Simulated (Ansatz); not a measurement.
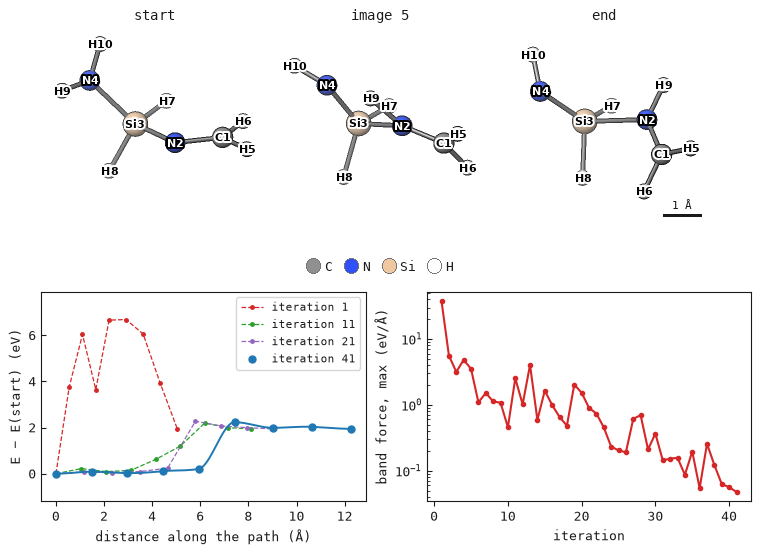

A search for the minimum-energy path of CH6N2Si by the nudged elastic band. Images are numbered from 0 (start) to 8 (end). The plot follows the band through its iterations. A ball-and-stick model, seen from a free direction.

Level of theory: RKS PBE0-D4/6-31G* (Ansatz 0.2.0). Settings: 7 movable images; climbing image; force threshold 0.05 eV/Å; iteration limit 60; starting path through a guess of the saddle point.

### Did the band converge, and can the barrier be trusted?

The run is converged, with reservations. The band converged in 41 iterations. The largest component of the band force went from 37 to 0.048 eV/Å. The climbing image converged on the top of the path. Its vibrational analysis gives one imaginary mode (1302i cm⁻¹), as a transition state must have. The first iteration put the highest image at 6.68 eV. The highest point, image 5, lies 2.23 eV above the start and 0.29 eV above the end; the end is at +1.94 eV relative to the start.
